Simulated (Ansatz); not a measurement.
## What a tighter setting buys: basis.ecutwfc, Rb2ScAgF6 (Fm-3m, 10 atoms in the cell)

Cell: a = 5.9473 Å, b = 5.9473 Å, c = 5.9473 Å, α = 60.00°, β = 60.00°, γ = 60.00°.

Computed with LDA (PW92), default PAW files made with PBE (plane waves; Ansatz, a first-principles code).

Base settings: basis.ecutwfc = 420 eV; kpoints.mp_grid.grid = 7 7 7; hamiltonian.xc = lda; hamiltonian.pseudopotentials = {kind: paw} (the program's default PAW files); scf.occupations.method = cold; scf.occupations.width = 0.1 eV.

Misses are taken against the tightest run, 840 eV, which need not be fully converged itself. The energy is the free energy per atom.

The count of work is k-points × plane waves × bands × iterations; it is no time, and leaves out set-up, grids and terms that scale otherwise. 

Ansatz's pressure holds its estimate of the finite-basis (Pulay) stress, which hides part of the cutoff error; the uncorrected pressure shows it.

The starting cell was generated: these elements placed on a structure prototype, without a prior relaxation; it need not be a known phase or ordering of this composition. In the base run, with a pressure of about 4 GPa the cell is away from its equilibrium volume at this level. In the base run, forces exceed 1 eV/Å. Ansatz's pressure includes its estimate of the finite-basis (Pulay) stress.

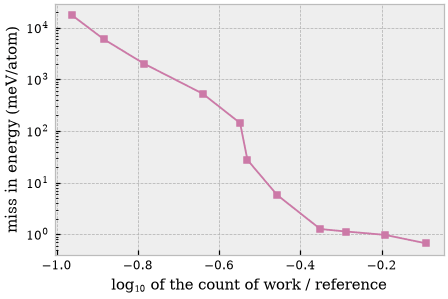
Figure. Miss against the count of work; the reference run is not drawn, and misses under 0.1 meV/atom are drawn there.

| basis.ecutwfc | energy less reference (meV/atom) | pressure less reference (GPa) | largest difference in the force on any atom (eV/Å) | uncorrected pressure less reference (GPa) | count of work / reference |
|---|---|---|---|---|---|
| 170 eV | 17293.38 | 21.60 | 1.189 | -540.35 | 0.11 |
| 210 eV | 5924.54 | -3.33 | 0.979 | -244.38 | 0.13 |
| 250 eV | 1999.65 | -3.87 | 0.005 | -103.81 | 0.16 |
| 295 eV | 528.19 | -0.08 | 0.067 | -35.05 | 0.23 |
| 335 eV | 142.44 | -0.06 | 0.015 | -11.81 | 0.28 |
| 380 eV | 27.58 | -0.06 | 0.002 | -2.91 | 0.29 |
| 420 eV | 5.80 | -0.02 | 0.001 | -0.66 | 0.35 |
| 485 eV | 1.26 | 0.01 | 0.000 | 0.02 | 0.45 |
| 545 eV | 1.13 | 0.01 | 0.000 | 0.03 | 0.52 |
| 630 eV | 0.97 | 0.00 | 0.000 | 0.03 | 0.64 |
| 735 eV | 0.67 | 0.00 | 0.000 | 0.01 | 0.81 |
| 840 eV | 0.00 | 0.00 | 0.000 | 0.00 | 1.0 |

Coarsest setting among those run that, with all tighter ones, holds the energy within 20 meV/atom of the reference: 420 eV, off by 5.8 meV/atom; it needs 0.35 of the reference's count of work.

Smallest miss in the energy for at most 0.2 times the reference's count of work: 250 eV, with a miss of 2000 meV/atom at a count of 0.16.

The step from 210 eV to 545 eV: it takes the miss in the energy from 5900 to 1.1 meV/atom, for 3.9 times the count of work.

Keys are those of Ansatz 0.2.
